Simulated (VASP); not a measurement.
Band structure of PtAl₂ (fluorite). All values below come from TPSS meta-GGA, VASP's PBE PAW potentials (set 64) (plane waves; VASP).

Unless said otherwise, spin-orbit coupling is left out, though it shifts the bands of the heavy elements here.

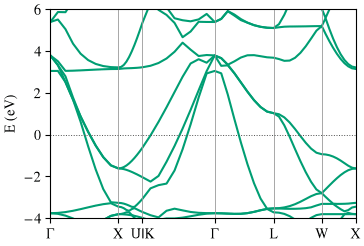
Fig. 1. Bands along high-symmetry lines, zero at the valence-band maximum or, without a gap, the Fermi level

### Question
Read the plot: is there a gap, and where are the band edges?

### Answer
It has no gap at this level: it comes out as a metal or semimetal.

The compound is PtAl2 in the fluorite structure. It was relaxed first.
